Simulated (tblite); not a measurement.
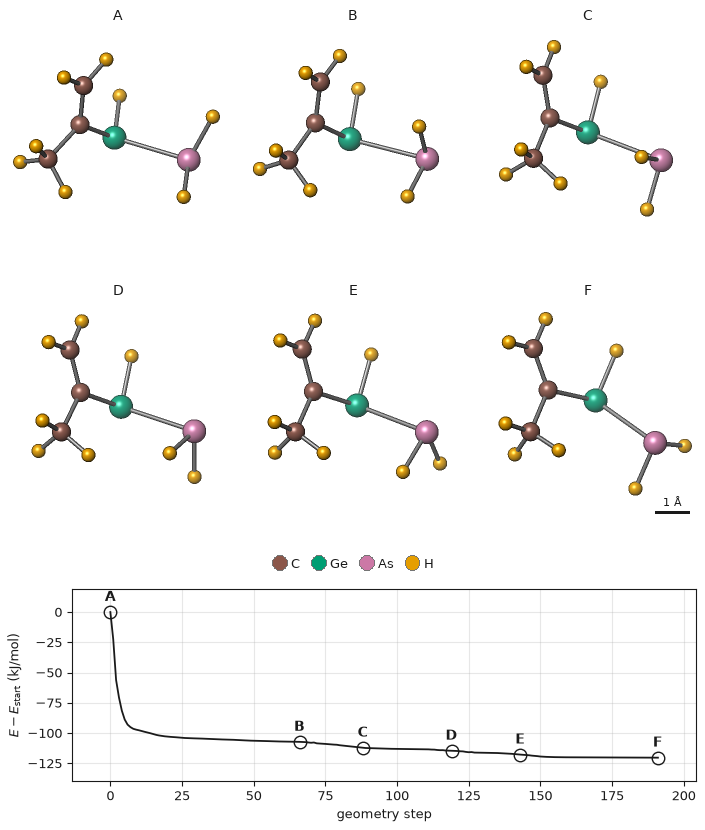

Frames of a relaxation of C3H8AsGe (multiplicity 2), marked on the history of the run. The picture is a ball-and-stick view, seen at a tilt.

Level of theory: tblite 0.8.0, GFN2-xTB geometry optimisation, gas phase. 

### Describe the path.

The largest move after the best rigid fit is that of an H atom, 3.18 Å. By element the largest moves are H 3.18 Å, C 0.75 Å, As 0.71 Å, Ge 0.55 Å. Among the contacts that change: C–Ge 1.928 → 2.003 Å, Ge–H 1.521 → 1.586 Å, As–H 1.554 → 1.505 Å, As–Ge 2.402 → 2.446 Å. Among the angles between lasting bonds that change: H–As–H 112.0° → 89.2°, Ge–As–H 109.1° → 93.4°, Ge–As–H 107.7° → 94.0°. Groups turn about C–Ge by about 50°. Over 191 geometry steps the energy falls by 120.3 kJ/mol. The run took 1.1 s on 1 thread of Arm Neoverse V1, on a shared host. From step 0 to 66: an H atom moves most (1.04 Å), energy −107.2 kJ/mol. From step 66 to 88: an H atom moves most (1.09 Å), energy −4.84 kJ/mol. From step 88 to 119: an H atom moves most (0.69 Å), energy −2.51 kJ/mol. From step 119 to 143: an H atom moves most (0.59 Å), energy −3.17 kJ/mol. From step 143 to 191: an H atom moves most (0.84 Å), energy −2.54 kJ/mol.
